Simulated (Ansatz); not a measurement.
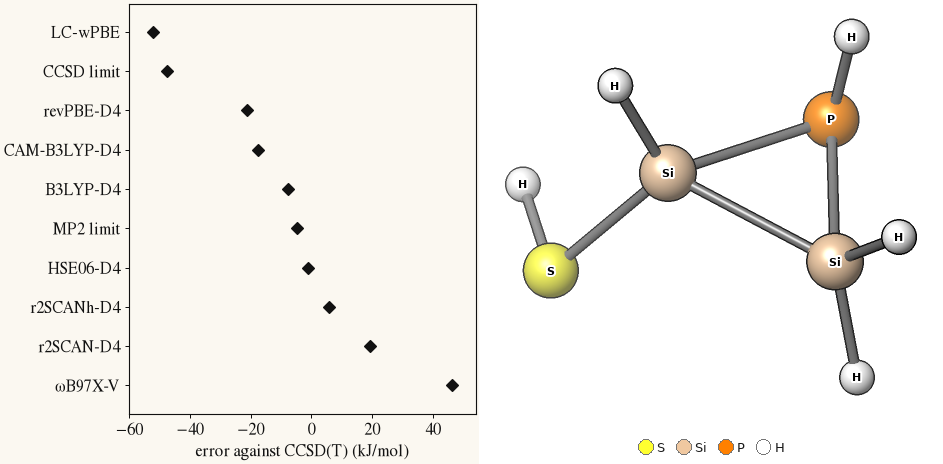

Error in the electronic atomisation energy (method less reference, so positive means overbinding) of Si₂PH₅S, SMILES S[Si@H]1[SiH2]P1: functionals in def2-TZVPP against frozen-core CCSD(T) at the limit (MP2 extrapolated from triple and quadruple zeta, plus CCSD(T) less MP2 in a smaller set), which gives 2580.8 kJ/mol, at a PBE0-D4/def2-TZVP geometry (a minimum by its frequencies), no zero-point or spin-orbit term, the Ansatz code 0.2.0. The reference leaves out core correlation, a term that grows with the number of heavy atoms. No dispersion term is added to LC-wPBE. Limit means the basis limit.

What range do the values span?

From −52.4 kJ/mol (LC-wPBE) to 46.3 kJ/mol (ωB97X-V).

Which of these levels overbind, and which underbind?

Overbind: ωB97X-V. Underbind: LC-wPBE, CCSD limit and revPBE-D4. Within 20 kJ/mol of zero, too close to call in view of what the reference leaves out: CAM-B3LYP-D4, B3LYP-D4, MP2 limit, HSE06-D4, r2SCANh-D4 and r2SCAN-D4.
